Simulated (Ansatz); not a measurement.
# How TiC (Fm-3m) expands on warming, part 2 of 3

Aim: the lattice, expansion, heat capacity and bulk modulus of TiC as it warms.

What experiment has found for this phase:
- heat capacity C_P per formula unit 33.9 J/mol/K near room temperature (given in “High-Throughput Prediction of Finite-Temperature Properties using the Quasi-Harmonic Approximation”, 2016, arXiv:1603.06924)

Ansatz 0.2.0; DFT PBEsol, scalar-relativistic, plane waves, PAW.

So far. Step 4 (Tight relaxation): The residual pressure is -0.0028 GPa, small enough for phonons. Step 5 (A new level, relaxed again): The residual pressure is -0.0033 GPa, small enough for phonons. The relaxed cell has a = 4.293 Å (conventional setting).

The database entry behind the starting cell differs from later determinations by our own check (0.1 to 0.3 % short, probably kX units), so it need not match the best structure at ambient conditions.

**6. Phonons on strained cells**

Thermal expansion follows from how the free energy of the vibrations (and of the electrons in a metal) changes with strain, so the program makes strained cells, their phonons and a fit in one run.

Input file input.yaml:

```yaml
crystal:
  lattice:
    - [0.0, 2.1465646064, 2.1465646064]
    - [2.1465646064, 0.0, 2.1465646064]
    - [2.1465646064, 2.1465646064, 0.0]
  atoms:
    - { symbol: Ti, position: [0.0, 0.0, 0.0] }
    - { symbol: C, position: [0.5, 0.5, 0.5] }
kpoints:
  mp_grid: { grid: [16, 16, 16] }
hamiltonian:
  xc: pbesol
scf:
  occupations: { method: methfessel_paxton, width: 0.2 }
  lower_state_search: "off"
output:
  eigenvalues: true
basis:
  ecutwfc: 550.0
phonons:
  method: dfpt
  qmesh: [4, 4, 4]
  temperatures: { t_max: 1200.0, t_step: 50 }
  thermal_expansion: {}
```

Started as:

```
$ ansatz run input.yaml --threads 8 --pin off --max-ram 16384MiB --backend cpu --events-out ev --progress --plain --runs-dir out
```

Numbers of over 12 decimals in the logs are rounded to 6 here.

Output:

```text
[...]
Crystal: 2 atoms, lattice volume = 19.782 Å³
Basis set: ecut = 550 eV, 561 PW (Γ), exchange–correlation on 48×48×48 points (8 copies of the dense FFT grid, shifted against one another)
Bands: 12, of which v1, the nominal top of the filled ones, is band 8 counted from 1 (7 counted from 0)
Symmetry: 48 space group operations
[...]
k-points: 145 of 4096
[...]
SCF iter   1: F=—  HF=-2722.428626 eV  |F-HF|=—  |Δ(HF+E_count)|=         —  Δρ=1.04e-2  dr2=2.40e-2  ethr=1.77e-3  ⟨swp⟩=4.4  Hψ=8696  notcnv=0
[...]
SCF iter   7: F=-2722.422690 eV  HF=-2722.422690 eV  |F-HF|=0.00e0  |Δ(HF+E_count)|=  9.09e-13  S|Δr|=    0.00e0  Δρ=5.62e-8  dr2=2.26e-13  ethr=1.00e-12  ⟨swp⟩=5.0  Hψ=6212  notcnv=0
the search or the solves at the SCF's close seem to have found levels that the self-consistency loop had missed (the run counts 1). By its estimate they hold under 1e-12 electrons; where the run keeps them, the occupations were computed again with them
SCF 1 converged in 7 iterations: F = -2722.422690 eV  dr2 = 2.26e-13
[...]
relax step   1: F+E_penalty+E_count = -2722.42269001 eV  Δ(F+E_penalty+E_count) = +0.000e0 eV  max|allowed force component| = 3.320e-30 eV/Å  Δτ_max = 0.0000 Å  (7 SCF iters, accepted)
SCF converged after 7 iterations
[...]
Free energy (F): -2722.422690 eV
[...]
Internal energy: -2722.422278 eV  (E = F + TS)
E sigma→0 (E₀):  -2722.422587 eV
Entropy (-TS):   -0.000412 eV (-0.206 meV/atom)
Fermi energy:    15.032988 eV
[...]
--- Stress (GPa, compression-positive) ---
       -0.003287      -0.000000      -0.000000
        0.000000      -0.003287       0.000000
        0.000000       0.000000      -0.003287
  P = ⅓ Tr σ = -0.0033 GPa (-0.033 kbar)
--- Band table (eV; the first three rows and the last of 145) ---
  k-point 0: bands = [... 4 lower, 2.5450, 15.7202, 15.7202, 15.7202, 16.7764, 16.7764, 16.7764, 16.8386]
  k-point 1: bands = [... 4 lower, 2.6376, 15.2704, 15.5242, 15.5242, 16.0975, 16.0975, 17.0206, 17.8490]
  k-point 2: bands = [... 4 lower, 2.9093, 14.3776, 14.7482, 14.7482, 16.1672, 16.1672, 17.3630, 18.9500]
  k-point 144: bands = [... 4 lower, 5.5123, 11.8286, 11.8286, 12.2724, 17.9311, 17.9311, 18.7183, 20.4517]
── thermal expansion: 3 new cells, 3 in all ──
thermal expansion: relaxation of cell 2
thermal expansion: relaxation of cell 3
── thermal expansion: 2 new cells, 5 in all ──
thermal expansion: relaxation of cell 4
thermal expansion: electrons of cell 4
thermal expansion: phonons of cell 4
thermal expansion: relaxation of cell 5
thermal expansion: electrons of cell 1
thermal expansion: electrons of cell 2
thermal expansion: electrons of cell 3
thermal expansion: electrons of cell 5
thermal expansion: phonons of cell 5
── thermal expansion: 5 new cells, 10 in all ──
thermal expansion: relaxation of cell 6
thermal expansion: relaxation of cell 7
thermal expansion: relaxation of cell 8
thermal expansion: relaxation of cell 9
thermal expansion: relaxation of cell 10
thermal expansion: electrons of cell 6
thermal expansion: electrons of cell 7
thermal expansion: electrons of cell 8
thermal expansion: electrons of cell 9
thermal expansion: electrons of cell 10
thermal expansion: phonons of cell 6
thermal expansion: phonons of cell 7
--- Relaxed structure (1 steps of the walk, 1 accepted, 0 SCFs on fresh bases) ---
  F+E_penalty+E_count = -2722.42269001 eV   max|allowed force component| = 3.320e-30 eV/Å
  atoms:
    - { symbol: Ti, position: [0.0, 0.0, 0.0] }
    - { symbol: C, position: [0.5, 0.5, 0.5] }
--- Thermal expansion: 10 cells in 3 rounds, 0 GPa ---
  no lower state was looked for at cell 4: scf.lower_state_search: off
  without vibrations: a 3.03568, b 3.03568, c 3.03568 Å, V 19.7812 Å³, B 267.44 GPa
  at 0 K: a 3.04341, b 3.04341, c 3.04341 Å, V 19.9326 Å³, B 261.65 GPa
  zero-point expansion: a +0.254, b +0.254, c +0.254, V +0.765 %
      T/K        a/Å        b/Å        c/Å       V/Å³ | expansion of a, b, c, V (1e-6/K)   | that of V in the mean from 25 °C | C_P, C_V (J/mol K of the cell) | B_T, B_S (GPa)
     0.00    3.04341    3.04341    3.04341    19.9326 |    0.00    0.00    0.00    0.00 |    8.03 |     0.000     0.000 |   261.65   261.65
   150.00    3.04382    3.04382    3.04382    19.9408 |    2.77    2.77    2.77    8.30 |   13.41 |    16.053    16.020 |   260.71   261.24
   298.15    3.04584    3.04584    3.04584    19.9805 |    5.79    5.79    5.79   17.38 |       - |    34.408    34.129 |   257.30   259.40
   400.00    3.04781    3.04781    3.04781    20.0193 |    6.83    6.83    6.83   20.48 |   19.09 |    40.598    40.083 |   254.42   257.69
   550.00    3.05115    3.05115    3.05115    20.0852 |    7.68    7.68    7.68   23.05 |   20.81 |    45.400    44.516 |   249.88   254.84
   700.00    3.05480    3.05480    3.05480    20.1573 |    8.21    8.21    8.21   24.64 |   22.02 |    48.002    46.737 |   245.14   251.77
   850.00    3.05866    3.05866    3.05866    20.2338 |    8.61    8.61    8.61   25.84 |   22.98 |    49.686    48.025 |   240.23   248.54
  1000.00    3.06269    3.06269    3.06269    20.3140 |    8.96    8.96    8.96   26.88 |   23.79 |    50.948    48.869 |   235.18   245.19
  1150.00    3.06689    3.06689    3.06689    20.3976 |    9.29    9.29    9.29   27.87 |   24.51 |    52.007    49.484 |   229.99   241.72
  1200.00    3.06832    3.06832    3.06832    20.4262 |    9.40    9.40    9.40   28.20 |   24.74 |    52.336    49.657 |   228.23   240.54
  the static fit leaves 0.001 meV an atom of the energies and, of the stresses, 0.000 GPa of each cell's largest along a strain (root mean squares over the cells), whose Pulay part it has at -0.024 GPa
  vibrations' free energy: its fit passes through its cells
  the electrons' free energy at temperature is in it; its fit leaves 0.0002 meV an atom at the most
  free energies summed between the sampled wave vectors
  estimated error of the fitted expansion in any direction: up to 0.016e-6/K, at 1200 K, with few degrees of freedom (an estimate, not a bound: it was exceeded on models of known expansion)
  by sums over the sampled wave vectors an expansion of the volume parts by up to 0.13e-6/K
  by a static energy of one degree less an expansion of the volume parts by up to 0.02e-6/K
```

It took 11 min on 8 threads of Arm Neoverse V2, shared host; peak memory 3.5 GiB; 82 min of CPU time.

This step gave:

- pressure: -0.003287 GPa
- volume expansion coefficient at 298 K: 17.38 1e-6/K
- C_P at 298 K: 17.20 J/mol-atom/K
- entropy at 298 K: 12.34 J/mol-atom/K
- isothermal bulk modulus at 298 K: 257.3 GPa
- Grüneisen parameter at 298 K: 1.577
- volume at 298 K: 9.990 Å³/atom
- principal linear expansion coefficients at 298 K: 5.794, 5.794, 5.794 1e-6/K

Strained cells of the study; zero-point energy where phonons were solved; the pressures are stresses at a fixed cutoff and can carry an offset from the finite basis. Expansion cells, by row:

| cell | \|a\| (Å) | \|b\| (Å) | \|c\| (Å) | V (Å³/atom) | E - E_lowest (meV/atom) | pressure, compression positive (GPa) | gap (eV) | zero-point energy (meV/atom) |
| --- | --- | --- | --- | --- | --- | --- | --- | --- |
| 1 | 3.036 | 3.036 | 3.036 | 9.891 | 0 | -0.028 | - | - |
| 2 | 3.06 | 3.06 | 3.06 | 10.13 | 4.649 | -6.121 | - | - |
| 3 | 3.012 | 3.012 | 3.012 | 9.657 | 4.788 | 6.678 | - | - |
| 4 | 3.036 | 3.036 | 3.036 | 9.893 | 0.001 | -0.075 | - | 84.71 |
| 5 | 3.051 | 3.051 | 3.051 | 10.04 | 1.876 | -3.955 | - | 82.84 |
| 6 | 3.065 | 3.065 | 3.065 | 10.18 | 6.671 | -7.27 | - | 81.15 |
| 7 | 3.079 | 3.079 | 3.079 | 10.32 | 14.8 | -10.56 | - | 79.38 |
| 8 | 3.006 | 3.006 | 3.006 | 9.601 | 7.447 | 8.415 | - | - |
| 9 | 3.021 | 3.021 | 3.021 | 9.746 | 1.82 | 4.045 | - | - |
| 10 | 3.101 | 3.101 | 3.101 | 10.55 | 32.73 | -15.14 | - | - |

Quasi-harmonic; a, b, c are the run's own cell vectors. Expansion, by row:

| T (K) | a (Å) | b (Å) | c (Å) | alpha (deg) | beta (deg) | gamma (deg) | cell volume (Å³/cell) | alpha_a (1e-6/K) | alpha_b (1e-6/K) | alpha_c (1e-6/K) | alpha_V (1e-6/K) | C_P (J/mol-atom/K) | C_V (J/mol-atom/K) | S (J/mol-atom/K) | B_T (GPa) | B_S (GPa) | Grueneisen | extrapolation | fit error (1e-6/K) |
| --- | --- | --- | --- | --- | --- | --- | --- | --- | --- | --- | --- | --- | --- | --- | --- | --- | --- | --- | --- |
| 0 | 3.043 | 3.043 | 3.043 | 60 | 60 | 60 | 19.93 | 0 | 0 | 0 | 0 | 0 | 0 | 0 | 261.6 | 261.6 | - | 0 | 0 |
| 50 | 3.043 | 3.043 | 3.043 | 60 | 60 | 60 | 19.93 | 0.15 | 0.15 | 0.15 | 0.46 | 0.472 | 0.472 | 0.137 | 261.6 | 261.6 | 1.519 | 0 | 0 |
| 100 | 3.044 | 3.044 | 3.044 | 60 | 60 | 60 | 19.93 | 1.3 | 1.3 | 1.3 | 3.9 | 3.735 | 3.732 | 1.324 | 261.4 | 261.5 | 1.638 | 0 | 0 |
| 150 | 3.044 | 3.044 | 3.044 | 60 | 60 | 60 | 19.94 | 2.77 | 2.77 | 2.77 | 8.3 | 8.026 | 8.01 | 3.65 | 260.7 | 261.2 | 1.623 | 0 | 0 |
| 200 | 3.044 | 3.044 | 3.044 | 60 | 60 | 60 | 19.95 | 4.06 | 4.06 | 4.06 | 12.17 | 11.9 | 11.85 | 6.506 | 259.7 | 260.7 | 1.601 | 0 | 0 |
| 250 | 3.045 | 3.045 | 3.045 | 60 | 60 | 60 | 19.96 | 5.06 | 5.06 | 5.06 | 15.18 | 14.97 | 14.88 | 9.507 | 258.6 | 260.1 | 1.586 | 0 | 0 |
| 298.1 | 3.046 | 3.046 | 3.046 | 60 | 60 | 60 | 19.98 | 5.79 | 5.79 | 5.79 | 17.38 | 17.2 | 17.06 | 12.34 | 257.3 | 259.4 | 1.577 | 0 | 0 |
| 300 | 3.046 | 3.046 | 3.046 | 60 | 60 | 60 | 19.98 | 5.82 | 5.82 | 5.82 | 17.46 | 17.28 | 17.14 | 12.45 | 257.2 | 259.4 | 1.577 | 0 | 0 |
| 350 | 3.047 | 3.047 | 3.047 | 60 | 60 | 60 | 20 | 6.39 | 6.39 | 6.39 | 19.17 | 19 | 18.8 | 15.25 | 255.9 | 258.6 | 1.571 | 0 | 0 |
| 400 | 3.048 | 3.048 | 3.048 | 60 | 60 | 60 | 20.02 | 6.83 | 6.83 | 6.83 | 20.48 | 20.3 | 20.04 | 17.88 | 254.4 | 257.7 | 1.567 | 0 | 0 |
| 450 | 3.049 | 3.049 | 3.049 | 60 | 60 | 60 | 20.04 | 7.17 | 7.17 | 7.17 | 21.52 | 21.3 | 20.98 | 20.33 | 252.9 | 256.8 | 1.566 | 0 | 0.01 |
| 500 | 3.05 | 3.05 | 3.05 | 60 | 60 | 60 | 20.06 | 7.45 | 7.45 | 7.45 | 22.36 | 22.07 | 21.7 | 22.61 | 251.4 | 255.8 | 1.565 | 0 | 0.01 |
| 550 | 3.051 | 3.051 | 3.051 | 60 | 60 | 60 | 20.09 | 7.68 | 7.68 | 7.68 | 23.05 | 22.7 | 22.26 | 24.75 | 249.9 | 254.8 | 1.565 | 0 | 0.01 |
| 600 | 3.052 | 3.052 | 3.052 | 60 | 60 | 60 | 20.11 | 7.88 | 7.88 | 7.88 | 23.65 | 23.21 | 22.71 | 26.74 | 248.3 | 253.8 | 1.566 | 0 | 0.01 |
| 650 | 3.054 | 3.054 | 3.054 | 60 | 60 | 60 | 20.13 | 8.06 | 8.06 | 8.06 | 24.17 | 23.64 | 23.07 | 28.62 | 246.7 | 252.8 | 1.567 | 0 | 0.01 |
| 700 | 3.055 | 3.055 | 3.055 | 60 | 60 | 60 | 20.16 | 8.21 | 8.21 | 8.21 | 24.64 | 24 | 23.37 | 30.38 | 245.1 | 251.8 | 1.569 | 0 | 0.01 |
| 750 | 3.056 | 3.056 | 3.056 | 60 | 60 | 60 | 20.18 | 8.36 | 8.36 | 8.36 | 25.07 | 24.32 | 23.62 | 32.05 | 243.5 | 250.7 | 1.571 | 0 | 0.01 |
| 800 | 3.057 | 3.057 | 3.057 | 60 | 60 | 60 | 20.21 | 8.49 | 8.49 | 8.49 | 25.47 | 24.59 | 23.83 | 33.63 | 241.9 | 249.6 | 1.573 | 0 | 0.01 |
| 850 | 3.059 | 3.059 | 3.059 | 60 | 60 | 60 | 20.23 | 8.61 | 8.61 | 8.61 | 25.84 | 24.84 | 24.01 | 35.13 | 240.2 | 248.5 | 1.575 | 0 | 0.01 |
| 900 | 3.06 | 3.06 | 3.06 | 60 | 60 | 60 | 20.26 | 8.73 | 8.73 | 8.73 | 26.2 | 25.07 | 24.17 | 36.55 | 238.6 | 247.4 | 1.578 | 0 | 0.01 |
| 950 | 3.061 | 3.061 | 3.061 | 60 | 60 | 60 | 20.29 | 8.85 | 8.85 | 8.85 | 26.55 | 25.28 | 24.31 | 37.92 | 236.9 | 246.3 | 1.58 | 0 | 0.01 |
| 1000 | 3.063 | 3.063 | 3.063 | 60 | 60 | 60 | 20.31 | 8.96 | 8.96 | 8.96 | 26.88 | 25.47 | 24.43 | 39.22 | 235.2 | 245.2 | 1.583 | 0 | 0.01 |
| 1050 | 3.064 | 3.064 | 3.064 | 60 | 60 | 60 | 20.34 | 9.07 | 9.07 | 9.07 | 27.21 | 25.66 | 24.55 | 40.47 | 233.5 | 244.1 | 1.585 | 0 | 0.01 |
| 1100 | 3.065 | 3.065 | 3.065 | 60 | 60 | 60 | 20.37 | 9.18 | 9.18 | 9.18 | 27.54 | 25.83 | 24.65 | 41.66 | 231.7 | 242.9 | 1.588 | 0 | 0.01 |
| 1150 | 3.067 | 3.067 | 3.067 | 60 | 60 | 60 | 20.4 | 9.29 | 9.29 | 9.29 | 27.87 | 26 | 24.74 | 42.81 | 230 | 241.7 | 1.591 | 0 | 0.01 |
| 1200 | 3.068 | 3.068 | 3.068 | 60 | 60 | 60 | 20.43 | 9.4 | 9.4 | 9.4 | 28.2 | 26.17 | 24.83 | 43.92 | 228.2 | 240.5 | 1.594 | 0 | 0.02 |

Table of expansion coefficient by temperature; values in 1e-6/K:

| temperature (K) | volume | principal 1 |
| --- | --- | --- |
| 0 | 0 | 0 |
| 150 | 8.3 | 2.77 |
| 298 | 17.4 | 5.79 |
| 350 | 19.2 | 6.39 |
| 500 | 22.4 | 7.45 |
| 650 | 24.2 | 8.06 |
| 800 | 25.5 | 8.49 |
| 900 | 26.2 | 8.73 |
| 1050 | 27.2 | 9.07 |
| 1200 | 28.2 | 9.4 |

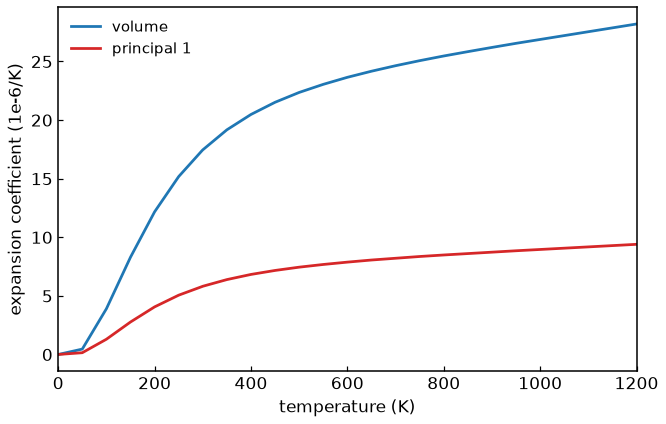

Expansion coefficient against temperature.

At 298 K the volume expansion is 17.4 × 10⁻⁶/K and B_T is 257 GPa.

**7. The quasi-harmonic study, cutoff 487.2 eV, k-mesh 24×24×24**

The study relaxes the crystal at several strains, solves the phonons on some of them and minimises the free energy at each temperature (static energy, vibrations, the electrons in a metal, and PV under a set pressure); the q-mesh sets how far the force constants reach.

input.yaml, the sections that differ from step 6:

```yaml
crystal:
  lattice:
    - [0.0, 2.1466238395, 2.1466238395]
    - [2.1466238395, 0.0, 2.1466238395]
    - [2.1466238395, 2.1466238395, 0.0]
  atoms:
    - { symbol: Ti, position: [0.0, 0.0, 0.0] }
    - { symbol: C, position: [0.5, 0.5, 0.5] }
kpoints:
  mp_grid: { grid: [24, 24, 24] }
# hamiltonian, scf, output, phonons: as in step 6
# basis: removed
```

Output:

```text
The last accepted step is kept in <dir> (removed where the run ends without a failure and the disk answers)
Engine: ansatz 0.2.0, aarch64-unknown-linux-gnu
Pseudopotentials: kind: paw
Pseudopotential: Ti, paw, valence charge 12, recommended cutoff 420 eV (normal), Ti.paw.azcp
Pseudopotential: C, paw, valence charge 4, recommended cutoff 420 eV (normal), C.paw.azcp
Functional definition: PBEsol
  exchange = pbesol_x
  correlation = pbesol_c
Crystal: 2 atoms, lattice volume = 19.783 Å³
Basis set: ecut = 487.2 eV, 531 PW (Γ), exchange–correlation on 48×48×48 points (8 copies of the dense FFT grid, shifted against one another)
Bands: 12, of which v1, the nominal top of the filled ones, is band 8 counted from 1 (7 counted from 0)
Symmetry: 48 space group operations
Space group: Fm-3m (ITA 225), of the structure as read, at distance tolerance 2.7e-5 Å
k-points: 413 of 13824
Non-local potential: Ti, projectors of the file, l = 0: 3, l = 1: 2, l = 2: 3, l = 3: 1
Non-local potential: C, projectors of the file, l = 0: 2, l = 1: 2, l = 2: 1
PAW form: soft (Blöchl's): semilocal exchange-correlation on the pseudo side does not see the compensation charge
PAW frozen core: Ti, regenerated for the run's functional, and the local potential with it (the file was generated under x = pbe(κ = 0.804, μ = 0.219515), c = pbe(β = 0.066725))
PAW frozen core: C, regenerated for the run's functional, and the local potential with it (the file was generated under x = pbe(κ = 0.804, μ = 0.219515), c = pbe(β = 0.066725))
PAW one-centre angular grid: Ti, 590 points (default); XC on 64 Gauss nodes
PAW one-centre angular grid: C, 110 points (default); XC on 64 Gauss nodes
Initial density: superposition of atomic densities (neutral atoms: chi_scale 0, normalization atom), corrected by the library's trained network
Initial wavefunctions: pseudopotential atomic-orbital guess
Functional: x = pbesol(κ = 0.804, μ = 0.123457), c = pbesol(β = 0.046)
SCF iter   1: F=—  HF=-2722.428407 eV  |F-HF|=—  |Δ(HF+E_count)|=         —  Δρ=1.04e-2  dr2=2.38e-2  ethr=1.77e-3  ⟨swp⟩=4.4  Hψ=24605  notcnv=0
preconditioner: auto → none  [metal: Δε(μ)=0.034 eV  Ē_g=8.027 eV  σ=0.200 eV  W_gap=0.14  n_scr=8 (ndim 8)  ℏωp=23.6 eV  f_vac=0.000  D(μ)=0.30/eV (n_scr^D=0)  sad-step TF]
SCF iter   2: F=—  HF=-2722.424858 eV  |F-HF|=—  |Δ(HF+E_count)|=   3.55e-3  S|Δr|=    0.00e0  Δρ=6.90e-3  dr2=1.17e-2  ethr=1.49e-4  ⟨swp⟩=1.0  Hψ=8260  notcnv=0
SCF iter   3: F=—  HF=-2722.422514 eV  |F-HF|=—  |Δ(HF+E_count)|=   2.34e-3  S|Δr|=    0.00e0  Δρ=6.24e-4  dr2=4.53e-5  ethr=7.34e-5  ⟨swp⟩=2.1  Hψ=6020  notcnv=0
SCF iter   4: F=—  HF=-2722.422498 eV  |F-HF|=—  |Δ(HF+E_count)|=   1.60e-5  S|Δr|=    0.00e0  Δρ=1.15e-4  dr2=1.13e-6  ethr=2.83e-7  ⟨swp⟩=2.2  Hψ=8171  notcnv=0
[...]
relax step   1: F+E_penalty+E_count = -2722.42249701 eV  Δ(F+E_penalty+E_count) = +0.000e0 eV  max|allowed force component| = 3.287e-30 eV/Å  Δτ_max = 0.0000 Å  (7 SCF iters, accepted)
SCF converged after 7 iterations
Stability not checked: this state was not tested for a lower state beside it, because cold or Methfessel-Paxton smearing, or corrected tetrahedra, fill the levels in a way that the test cannot read (fill_not_monotonic; see scf.lower_state_search)
Free energy (F): -2722.422497 eV
Harris-Foulkes:  -2722.422497 eV  (|F-HF|=9.09e-13)
Internal energy: -2722.422508 eV  (E = F + TS)
E sigma→0 (E₀):  -2722.422500 eV
Entropy (-TS):   0.000011 eV (0.006 meV/atom)
Fermi energy:    15.041708 eV
--- Per-component energies (eV) ---
  E_band       = -103.789365
  E_kinetic    = 363.207992
  E_local      = -759.572182  (includes V_loc(G=0)·N_el)
  E_nonlocal   = 33.402930
  E_hartree    = 309.156177
  E_xc         = -146.725684
  E_vxc        = -183.952712  (∫ρ·V_xc dr)
  E_paw        = -1116.394824  (= ΣΔE_a)
  E_vpaw       = -175.187878  (= ΣTr[D̂ρ^β])
  E_aug_tail   = 0.000122  (compensation charges beyond the density's cutoff)
  E_ewald      = -1405.657524
  E_core_change = 0.160485  (= ΣΔE_core)
  E_smearing   = 0.000011  (= −TS)
  E_closure    = 0.000000  (closes the sum)
  Σ components = -2722.422497   (vs F -2722.422497, Δ=0.00e0)
--- Forces (eV/Å), atoms counted from 1 ---
  atom   1  Ti    -0.00000000    -0.00000000    -0.00000000
  atom   2  C      0.00000000    -0.00000000    -0.00000000
  max |Σ_I F_I| component: 4.47e-30 eV/Å
--- Stress (GPa, compression-positive) ---
       -0.023641      -0.000000       0.000000
       -0.000000      -0.023641      -0.000000
       -0.000000      -0.000000      -0.023641
  P = ⅓ Tr σ = -0.0236 GPa (-0.236 kbar)
--- Band table (eV; the first three rows and the last of 413) ---
  k-point 0: bands = [... 4 lower, 2.5441, 15.7185, 15.7185, 15.7185, 16.7752, 16.7752, 16.7752, 16.8368]
  k-point 1: bands = [... 4 lower, 2.5854, 15.4965, 15.6611, 15.6611, 16.2399, 16.2399, 16.9044, 17.4901]
  k-point 2: bands = [... 4 lower, 2.7080, 14.9984, 15.2911, 15.2911, 16.0681, 16.0681, 17.1381, 18.2112]
  k-point 412: bands = [... 4 lower, 5.5114, 11.8276, 11.8276, 12.2713, 17.9294, 17.9294, 18.7164, 20.4496]
── thermal expansion: 3 new cells, 3 in all ──
thermal expansion: relaxation of cell 2
thermal expansion: relaxation of cell 3
── thermal expansion: 2 new cells, 5 in all ──
thermal expansion: relaxation of cell 4
thermal expansion: electrons of cell 4
thermal expansion: phonons of cell 4
thermal expansion: relaxation of cell 5
thermal expansion: electrons of cell 1
thermal expansion: electrons of cell 2
thermal expansion: electrons of cell 3
thermal expansion: electrons of cell 5
thermal expansion: phonons of cell 5
── thermal expansion: 5 new cells, 10 in all ──
thermal expansion: relaxation of cell 6
thermal expansion: relaxation of cell 7
thermal expansion: relaxation of cell 8
thermal expansion: relaxation of cell 9
thermal expansion: relaxation of cell 10
thermal expansion: electrons of cell 6
thermal expansion: electrons of cell 7
thermal expansion: electrons of cell 8
thermal expansion: electrons of cell 9
thermal expansion: electrons of cell 10
thermal expansion: phonons of cell 6
thermal expansion: phonons of cell 7
```

The job ended after 29 min (8 threads; peak memory 9.6 GiB).

The run was cut off at its time limit.

[end of part 2 of 3]

[Logs are printed without paths, hosts, clocks, repeated set-up lines and the standing remarks that a program may print on its own settings, such as how far it seeks lower states.]

[Hosts, paths, dates, database ids (printed as entryN), source tags and the programs' standing remarks are cut or masked in the printed files.]

[A step with changed settings may run another functional than the one named; its input shows which.]
